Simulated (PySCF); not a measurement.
# Al⁺: excitation energies in aug-cc-pV(Q+d)Z, part 3 of 3

Wanted: the excitation energy of aluminium, up a ladder of methods.

PySCF 2.14.0; aug-cc-pV(Q+d)Z, the non-relativistic Hamiltonian (point nucleus). The scripts are equivalent inputs of a driver's runs. The steps go on from the part before.

## 6. Al⁺ [Ne] 3s1 3p1, s spin flipped

Level: UHF.

input.py reads:

```python
from pyscf import gto, scf, dft, mp, cc
import basis_set_exchange as bse
mol = gto.M(atom="Al 0 0 0", charge=1, spin=0, symmetry="D2h",
            basis=gto.basis.parse(bse.get_basis("aug-cc-pV(Q+d)Z", elements=["Al"], fmt="nwchem")))
mf = scf.UHF(mol)
mf.irrep_nelec = {'Ag': (2, 3), 'B1u': (1, 1), 'B2u': (2, 1), 'B3u': (1, 1)}
mf.kernel()
```

Standard output:

```text
damping factor = 0
level_shift factor = 0
DIIS = <class 'pyscf.scf.diis.CDIIS'>
diis_start_cycle = 1
diis_space = 10
diis_damp = 0
SCF conv_tol = 1e-09
SCF conv_tol_grad = None
number electrons alpha = 6  beta = 6
cycle= 1 E= -241.470019637506  delta_E= -0.00137  |g|= 0.0111  |ddm|= 0.0431
cycle= 2 E= -241.470208116429  delta_E= -0.000188  |g|= 0.0044  |ddm|= 0.028
cycle= 3 E= -241.47024399531  delta_E= -3.59e-05  |g|= 0.000332  |ddm|= 0.0191
cycle= 4 E= -241.470244247057  delta_E= -2.52e-07  |g|= 8.75e-05  |ddm|= 0.00218
cycle= 5 E= -241.470244268086  delta_E= -2.1e-08  |g|= 1.4e-05  |ddm|= 0.000966
cycle= 6 E= -241.470244268568  delta_E= -4.83e-10  |g|= 1.58e-06  |ddm|= 0.000153
converged SCF energy = -241.470244268568  <S^2> = 1.0000376  2S+1 = 2.2361016
```

It used 7.4 s of CPU time after the integrals (shared host).

Orbital energies by shell (radii are means over both spins):

```
shell  electrons  mean orbital energy (eV)  spread (eV)  rms radius (bohr)
 1s β          1                   -1602.4            0              0.139
 1s α          1                   -1602.2            0              0.139
 2s β          1                   -143.96            0              0.678
 2s α          1                   -143.43            0              0.678
 2p β          3                   -97.794        0.285              0.673
 2p α          3                   -97.786        0.247              0.673
 3s β          1                   -18.954            0               2.53
 3p α          1                   -12.106            0               3.25
```

⟨S²⟩ = 1.000, ⟨L²⟩ = 2.02.

Spin-orbit constants on these orbitals (cm⁻¹; bare nucleus, screened nucleus, mean field): 3p 106.7, 90.26, 80.92.

With the s spin flipped the determinant is a mixture of two multiplicities, not a spectroscopic state.

Level: LDA.

Changes to input.py:

```diff
@@ -4,3 +4,3 @@
             basis=gto.basis.parse(bse.get_basis("aug-cc-pV(Q+d)Z", elements=["Al"], fmt="nwchem")))
-mf = scf.UHF(mol)
+mf = dft.UKS(mol, xc="LDA,VWN")
 mf.irrep_nelec = {'Ag': (2, 3), 'B1u': (1, 1), 'B2u': (2, 1), 'B3u': (1, 1)}
```

Standard output:

```text
damping factor = 0
level_shift factor = 0
DIIS = <class 'pyscf.scf.diis.CDIIS'>
diis_start_cycle = 1
diis_space = 10
diis_damp = 0
SCF conv_tol = 1e-09
SCF conv_tol_grad = None
number electrons alpha = 6  beta = 6
XC functionals = LDA,VWN
    P. A. M. Dirac.,  Math. Proc. Cambridge Philos. Soc. 26, 376 (1930)
    F. Bloch.,  Z. Phys. 57, 545 (1929)
    S. H. Vosko, L. Wilk, and M. Nusair.,  Can. J. Phys. 58, 1200 (1980)
cycle= 1 E= -240.890276574847  delta_E= -0.0116  |g|= 0.0376  |ddm|= 25.9
cycle= 2 E= -240.89051876917  delta_E= -0.000242  |g|= 0.0125  |ddm|= 0.33
cycle= 3 E= -240.89055037927  delta_E= -3.16e-05  |g|= 0.000392  |ddm|= 0.0768
cycle= 4 E= -240.890550476304  delta_E= -9.7e-08  |g|= 5.22e-05  |ddm|= 0.0119
cycle= 5 E= -240.890550478033  delta_E= -1.73e-09  |g|= 1.21e-06  |ddm|= 0.0017
cycle= 6 E= -240.890550478035  delta_E= -2.07e-12  |g|= 1.59e-08  |ddm|= 0.00011
converged SCF energy = -240.890550478035  <S^2> = 1.000015  2S+1 = 2.2360814
```

It used 1.7 s of CPU time after the integrals (shared host).

Level: PBE.

Changes to input.py:

```diff
@@ -4,3 +4,3 @@
             basis=gto.basis.parse(bse.get_basis("aug-cc-pV(Q+d)Z", elements=["Al"], fmt="nwchem")))
-mf = dft.UKS(mol, xc="LDA,VWN")
+mf = dft.UKS(mol, xc="PBE")
 mf.irrep_nelec = {'Ag': (2, 3), 'B1u': (1, 1), 'B2u': (2, 1), 'B3u': (1, 1)}
```

Standard output:

```text
damping factor = 0
level_shift factor = 0
DIIS = <class 'pyscf.scf.diis.CDIIS'>
diis_start_cycle = 1
diis_space = 10
diis_damp = 0
SCF conv_tol = 1e-09
SCF conv_tol_grad = None
number electrons alpha = 6  beta = 6
XC functionals = PBE
    J. P. Perdew, K. Burke, and M. Ernzerhof.,  Phys. Rev. Lett. 77, 3865 (1996)
    J. P. Perdew, K. Burke, and M. Ernzerhof.,  Phys. Rev. Lett. 78, 1396 (1997)
    J. P. Perdew, K. Burke, and M. Ernzerhof.,  Phys. Rev. Lett. 77, 3865 (1996)
    J. P. Perdew, K. Burke, and M. Ernzerhof.,  Phys. Rev. Lett. 78, 1396 (1997)
cycle= 1 E= -241.811786086865  delta_E= -0.00789  |g|= 0.0277  |ddm|= 15.9
cycle= 2 E= -241.811962026405  delta_E= -0.000176  |g|= 0.00897  |ddm|= 0.226
cycle= 3 E= -241.811979360785  delta_E= -1.73e-05  |g|= 0.000479  |ddm|= 0.0562
cycle= 4 E= -241.811979626124  delta_E= -2.65e-07  |g|= 6.08e-05  |ddm|= 0.0086
cycle= 5 E= -241.811979628564  delta_E= -2.44e-09  |g|= 1.86e-06  |ddm|= 0.00112
cycle= 6 E= -241.811979628566  delta_E= -2.05e-12  |g|= 9.81e-08  |ddm|= 9.78e-05
converged SCF energy = -241.811979628566  <S^2> = 1.0000185  2S+1 = 2.2360845
```

It used 2.2 s of CPU time after the integrals (shared host).

Level: PBE0.

Changes to input.py:

```diff
@@ -4,3 +4,3 @@
             basis=gto.basis.parse(bse.get_basis("aug-cc-pV(Q+d)Z", elements=["Al"], fmt="nwchem")))
-mf = dft.UKS(mol, xc="PBE")
+mf = dft.UKS(mol, xc="PBE0")
 mf.irrep_nelec = {'Ag': (2, 3), 'B1u': (1, 1), 'B2u': (2, 1), 'B3u': (1, 1)}
```

Standard output:

```text
damping factor = 0
level_shift factor = 0
DIIS = <class 'pyscf.scf.diis.CDIIS'>
diis_start_cycle = 1
diis_space = 10
diis_damp = 0
SCF conv_tol = 1e-09
SCF conv_tol_grad = None
number electrons alpha = 6  beta = 6
XC functionals = PBE0
    C. Adamo and V. Barone.,  J. Chem. Phys. 110, 6158 (1999)
    M. Ernzerhof and G. E. Scuseria.,  J. Chem. Phys. 110, 5029 (1999)
cycle= 1 E= -241.829629871236  delta_E= -0.00469  |g|= 0.0151  |ddm|= 8.29
cycle= 2 E= -241.82976380424  delta_E= -0.000134  |g|= 0.00415  |ddm|= 0.294
cycle= 3 E= -241.829772165086  delta_E= -8.36e-06  |g|= 0.000729  |ddm|= 0.0379
cycle= 4 E= -241.829773119188  delta_E= -9.54e-07  |g|= 2.34e-05  |ddm|= 0.00823
cycle= 5 E= -241.829773120095  delta_E= -9.07e-10  |g|= 1.64e-06  |ddm|= 0.000611
converged SCF energy = -241.829773120095  <S^2> = 1.0000176  2S+1 = 2.2360837
```

CPU time 2.4 s on a shared host, the integrals not counted.

Level: r2SCAN.

Changes to input.py:

```diff
@@ -4,3 +4,3 @@
             basis=gto.basis.parse(bse.get_basis("aug-cc-pV(Q+d)Z", elements=["Al"], fmt="nwchem")))
-mf = dft.UKS(mol, xc="PBE0")
+mf = dft.UKS(mol, xc="R2SCAN")
 mf.irrep_nelec = {'Ag': (2, 3), 'B1u': (1, 1), 'B2u': (2, 1), 'B3u': (1, 1)}
```

Standard output:

```text
damping factor = 0
level_shift factor = 0
DIIS = <class 'pyscf.scf.diis.CDIIS'>
diis_start_cycle = 1
diis_space = 10
diis_damp = 0
SCF conv_tol = 1e-09
SCF conv_tol_grad = None
number electrons alpha = 6  beta = 6
XC functionals = R2SCAN
    J. W. Furness, A. D. Kaplan, J. Ning, J. P. Perdew, and J. Sun.,  J. Phys. Chem. Lett. 11, 8208-8215 (2020)
    J. W. Furness, A. D. Kaplan, J. Ning, J. P. Perdew, and J. Sun.,  J. Phys. Chem. Lett. 11, 9248-9248 (2020)
    J. W. Furness, A. D. Kaplan, J. Ning, J. P. Perdew, and J. Sun.,  J. Phys. Chem. Lett. 11, 8208-8215 (2020)
    J. W. Furness, A. D. Kaplan, J. Ning, J. P. Perdew, and J. Sun.,  J. Phys. Chem. Lett. 11, 9248-9248 (2020)
cycle= 1 E= -241.918542285651  delta_E= -0.00498  |g|= 0.0171  |ddm|= 6.67
cycle= 2 E= -241.918708852738  delta_E= -0.000167  |g|= 0.00494  |ddm|= 0.33
cycle= 3 E= -241.918719056017  delta_E= -1.02e-05  |g|= 0.000793  |ddm|= 0.0607
cycle= 4 E= -241.918720097942  delta_E= -1.04e-06  |g|= 4.9e-05  |ddm|= 0.00898
cycle= 5 E= -241.918720103422  delta_E= -5.48e-09  |g|= 6.11e-06  |ddm|= 0.00112
cycle= 6 E= -241.918720103507  delta_E= -8.41e-11  |g|= 6.14e-07  |ddm|= 0.000121
converged SCF energy = -241.918720103507  <S^2> = 1.0000522  2S+1 = 2.2361147
```

CPU time 6 s on a shared host, the integrals not counted.

Level: BLYP.

Changes to input.py:

```diff
@@ -4,3 +4,3 @@
             basis=gto.basis.parse(bse.get_basis("aug-cc-pV(Q+d)Z", elements=["Al"], fmt="nwchem")))
-mf = dft.UKS(mol, xc="R2SCAN")
+mf = dft.UKS(mol, xc="BLYP")
 mf.irrep_nelec = {'Ag': (2, 3), 'B1u': (1, 1), 'B2u': (2, 1), 'B3u': (1, 1)}
```

Standard output:

```text
damping factor = 0
level_shift factor = 0
DIIS = <class 'pyscf.scf.diis.CDIIS'>
diis_start_cycle = 1
diis_space = 10
diis_damp = 0
SCF conv_tol = 1e-09
SCF conv_tol_grad = None
number electrons alpha = 6  beta = 6
XC functionals = BLYP
    A. D. Becke.,  Phys. Rev. A 38, 3098 (1988)
    C. Lee, W. Yang, and R. G. Parr.,  Phys. Rev. B 37, 785 (1988)
    B. Miehlich, A. Savin, H. Stoll, and H. Preuss.,  Chem. Phys. Lett. 157, 200 (1989)
cycle= 1 E= -241.963928507679  delta_E= -0.00988  |g|= 0.0282  |ddm|= 24.7
cycle= 2 E= -241.964102822468  delta_E= -0.000174  |g|= 0.0087  |ddm|= 0.551
cycle= 3 E= -241.964118083333  delta_E= -1.53e-05  |g|= 0.000484  |ddm|= 0.0552
cycle= 4 E= -241.964118288652  delta_E= -2.05e-07  |g|= 8.53e-05  |ddm|= 0.00731
cycle= 5 E= -241.964118293933  delta_E= -5.28e-09  |g|= 3.23e-06  |ddm|= 0.00153
cycle= 6 E= -241.964118293942  delta_E= -8.7e-12  |g|= 1.66e-07  |ddm|= 0.000201
converged SCF energy = -241.964118293942  <S^2> = 1.0000146  2S+1 = 2.2360811
```

CPU time 2.3 s on a shared host, the integrals not counted.

Level: revPBE.

Changes to input.py:

```diff
@@ -4,3 +4,3 @@
             basis=gto.basis.parse(bse.get_basis("aug-cc-pV(Q+d)Z", elements=["Al"], fmt="nwchem")))
-mf = dft.UKS(mol, xc="BLYP")
+mf = dft.UKS(mol, xc="PBE_R,PBE")
 mf.irrep_nelec = {'Ag': (2, 3), 'B1u': (1, 1), 'B2u': (2, 1), 'B3u': (1, 1)}
```

Standard output:

```text
damping factor = 0
level_shift factor = 0
DIIS = <class 'pyscf.scf.diis.CDIIS'>
diis_start_cycle = 1
diis_space = 10
diis_damp = 0
SCF conv_tol = 1e-09
SCF conv_tol_grad = None
number electrons alpha = 6  beta = 6
XC functionals = PBE_R,PBE
    Y. Zhang and W. Yang.,  Phys. Rev. Lett. 80, 890 (1998)
    J. P. Perdew, K. Burke, and M. Ernzerhof.,  Phys. Rev. Lett. 77, 3865 (1996)
    J. P. Perdew, K. Burke, and M. Ernzerhof.,  Phys. Rev. Lett. 78, 1396 (1997)
cycle= 1 E= -241.901526184634  delta_E= -0.00673  |g|= 0.0258  |ddm|= 12.2
cycle= 2 E= -241.901701384621  delta_E= -0.000175  |g|= 0.00837  |ddm|= 0.214
cycle= 3 E= -241.901717478268  delta_E= -1.61e-05  |g|= 0.000578  |ddm|= 0.0554
cycle= 4 E= -241.90171792282  delta_E= -4.45e-07  |g|= 5.41e-05  |ddm|= 0.00954
cycle= 5 E= -241.901717924892  delta_E= -2.07e-09  |g|= 2.4e-06  |ddm|= 0.00119
cycle= 6 E= -241.901717924895  delta_E= -2.9e-12  |g|= 1.26e-07  |ddm|= 0.000101
converged SCF energy = -241.901717924895  <S^2> = 1.0000202  2S+1 = 2.236086
```

It used 2.2 s of CPU time after the integrals (shared host).

Level: B97-3.

Changes to input.py:

```diff
@@ -4,3 +4,3 @@
             basis=gto.basis.parse(bse.get_basis("aug-cc-pV(Q+d)Z", elements=["Al"], fmt="nwchem")))
-mf = dft.UKS(mol, xc="PBE_R,PBE")
+mf = dft.UKS(mol, xc="HYB_GGA_XC_B97_3")
 mf.irrep_nelec = {'Ag': (2, 3), 'B1u': (1, 1), 'B2u': (2, 1), 'B3u': (1, 1)}
```

Standard output:

```text
damping factor = 0
level_shift factor = 0
DIIS = <class 'pyscf.scf.diis.CDIIS'>
diis_start_cycle = 1
diis_space = 10
diis_damp = 0
SCF conv_tol = 1e-09
SCF conv_tol_grad = None
number electrons alpha = 6  beta = 6
XC functionals = HYB_GGA_XC_B97_3
    T. W. Keal and D. J. Tozer.,  J. Chem. Phys. 123, 121103 (2005)
cycle= 1 E= -241.91511352092  delta_E= -0.00478  |g|= 0.0145  |ddm|= 8.27
cycle= 2 E= -241.915221006388  delta_E= -0.000107  |g|= 0.00381  |ddm|= 0.182
cycle= 3 E= -241.915227693063  delta_E= -6.69e-06  |g|= 0.000638  |ddm|= 0.0263
cycle= 4 E= -241.915228460043  delta_E= -7.67e-07  |g|= 3.82e-05  |ddm|= 0.00613
cycle= 5 E= -241.915228462458  delta_E= -2.42e-09  |g|= 2.49e-06  |ddm|= 0.000463
cycle= 6 E= -241.915228462465  delta_E= -6.71e-12  |g|= 2.54e-07  |ddm|= 3.48e-05
converged SCF energy = -241.915228462465  <S^2> = 1.0000044  2S+1 = 2.2360719
```

CPU time 2.9 s on a shared host, the integrals not counted.

Level: TPSS.

Changes to input.py:

```diff
@@ -4,3 +4,3 @@
             basis=gto.basis.parse(bse.get_basis("aug-cc-pV(Q+d)Z", elements=["Al"], fmt="nwchem")))
-mf = dft.UKS(mol, xc="HYB_GGA_XC_B97_3")
+mf = dft.UKS(mol, xc="TPSS")
 mf.irrep_nelec = {'Ag': (2, 3), 'B1u': (1, 1), 'B2u': (2, 1), 'B3u': (1, 1)}
```

Standard output:

```text
damping factor = 0
level_shift factor = 0
DIIS = <class 'pyscf.scf.diis.CDIIS'>
diis_start_cycle = 1
diis_space = 10
diis_damp = 0
SCF conv_tol = 1e-09
SCF conv_tol_grad = None
number electrons alpha = 6  beta = 6
XC functionals = TPSS
    J. Tao, J. P. Perdew, V. N. Staroverov, and G. E. Scuseria.,  Phys. Rev. Lett. 91, 146401 (2003)
    J. P. Perdew, J. Tao, V. N. Staroverov, and G. E. Scuseria.,  J. Chem. Phys. 120, 6898 (2004)
    J. Tao, J. P. Perdew, V. N. Staroverov, and G. E. Scuseria.,  Phys. Rev. Lett. 91, 146401 (2003)
    J. P. Perdew, J. Tao, V. N. Staroverov, and G. E. Scuseria.,  J. Chem. Phys. 120, 6898 (2004)
cycle= 1 E= -241.964153952105  delta_E= -0.00571  |g|= 0.021  |ddm|= 10.9
cycle= 2 E= -241.964308220158  delta_E= -0.000154  |g|= 0.00659  |ddm|= 0.312
cycle= 3 E= -241.964319991524  delta_E= -1.18e-05  |g|= 0.000698  |ddm|= 0.0679
cycle= 4 E= -241.964320637509  delta_E= -6.46e-07  |g|= 3.25e-05  |ddm|= 0.00841
cycle= 5 E= -241.964320638555  delta_E= -1.05e-09  |g|= 3.29e-06  |ddm|= 0.000649
cycle= 6 E= -241.96432063856  delta_E= -5.09e-12  |g|= 2.01e-07  |ddm|= 0.000104
converged SCF energy = -241.96432063856  <S^2> = 1.0000229  2S+1 = 2.2360884
```

CPU time 6.2 s on a shared host, the integrals not counted.

## 7. Al⁺ [Ne] 3s1 3p1, s spin flipped, continued

Level: MP2 (valence).

Edit input.py of step 6 so:

```diff
@@ -4,4 +4,5 @@
             basis=gto.basis.parse(bse.get_basis("aug-cc-pV(Q+d)Z", elements=["Al"], fmt="nwchem")))
-mf = dft.UKS(mol, xc="TPSS")
+mf = scf.UHF(mol)
 mf.irrep_nelec = {'Ag': (2, 3), 'B1u': (1, 1), 'B2u': (2, 1), 'B3u': (1, 1)}
 mf.kernel()
+mp.UMP2(mf, frozen=5).kernel()
```

The driver printed no log here.

It used 0.52 s of CPU time after the integrals (shared host).

With 2 electrons correlated, the MP2 correlation energy is -0.02578 hartree (0.00000 same spin, -0.02578 opposite spin); the SCS form gives -0.03093. Largest pairs of shells: 3s-3p -0.0258, 3p-3p 0.0000, 3s-3s 0.0000.

## 8. Orbital energies side by side

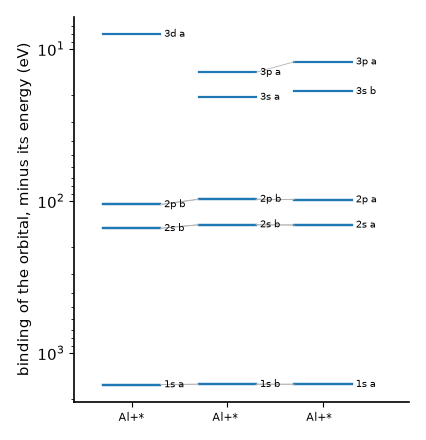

Hartree-Fock orbital energies of the states on a logarithmic scale (a, b: spin up and down; * marks an excited configuration).

## 9. Differences of total energies

Excitation energy: Al⁺ [Ne] 3s2 (1S) → Al⁺ [Ne] 3d2 (3F).

```
           method  value (eV)
              UHF      23.931
              LDA      24.209
              PBE      23.584
             PBE0      23.862
           r2SCAN      23.569
             BLYP      23.840
           revPBE      23.301
             TPSS      23.422
    MP2 (valence)      24.544
SCS-MP2 (valence)      24.823
```

B97-3 left the intended state, by the run's own check, and is left out.

Excitation energy: Al⁺ [Ne] 3s2 (1S) → Al⁺ [Ne] 3s1 3p1 (3P).

```
           method  value (eV)  error (eV)
              UHF       3.520      -1.131
              LDA       4.685      +0.033
              PBE       4.504      -0.147
             PBE0       4.376      -0.275
           r2SCAN       4.089      -0.563
             BLYP       4.767      +0.116
           revPBE       4.418      -0.234
            B97-3       4.706      +0.054
             TPSS       4.362      -0.289
    MP2 (valence)       4.241      -0.410
SCS-MP2 (valence)       4.447      -0.204
```

Reference: 4.651 eV (measured; NIST levels, between the centres of gravity of the two terms). Errors of the correlated levels include the incompleteness of this basis.

Excitation energy: Al⁺ [Ne] 3s2 (1S) → Al⁺ [Ne] 3s1 3p1, s spin flipped.

```
           method  value (eV)
              UHF       5.554
              LDA       5.580
              PBE       5.389
             PBE0       5.469
           r2SCAN       5.187
             BLYP       5.457
           revPBE       5.292
            B97-3       5.698
             TPSS       5.308
    MP2 (valence)       5.645
SCS-MP2 (valence)       5.664
```

The upper determinant mixes two multiplicities, so it lies between the two terms.

The differences also use runs on Al⁺ [Ne] 3s2 (1S), which are not shown here.

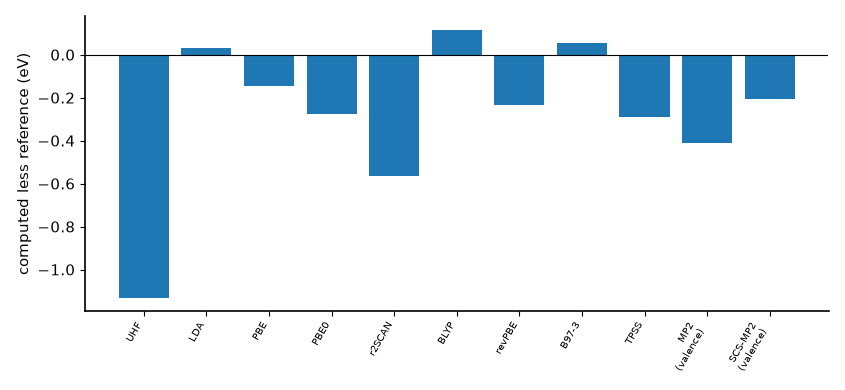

Computed less reference values by method.

## 10. What came out

This closing draws on all 3 parts.

| quantity | value |
| --- | --- |
| excitation energy, Al⁺ → [Ne] 3d2 | UHF 23.931, MP2 (valence) 24.544 eV |
| excitation energy, Al⁺ → [Ne] 3s1 3p1 | UHF 3.520, MP2 (valence) 4.241 eV; reference 4.651 |
| excitation energy, Al⁺ → [Ne] 3s1 3p1, s spin flipped | UHF 5.554, MP2 (valence) 5.645 eV |

Each level's miss (mean over 1 difference):

```
           method  mean absolute miss against the measured value (with the measured fine structure taken into account where it is known) (eV)
              UHF                                                                                                                       1.131
              LDA                                                                                                                       0.033
              PBE                                                                                                                       0.147
             PBE0                                                                                                                       0.275
           r2SCAN                                                                                                                       0.563
             BLYP                                                                                                                       0.116
           revPBE                                                                                                                       0.234
            B97-3                                                                                                                       0.054
             TPSS                                                                                                                       0.289
    MP2 (valence)                                                                                                                       0.410
SCS-MP2 (valence)                                                                                                                       0.204
```

**Reading.** Against experiment LDA comes closest (off by 0.03 eV) and UHF is farthest (1.13 eV). PBE is off by -0.15 eV. The basis is finite, and no extrapolation was made.
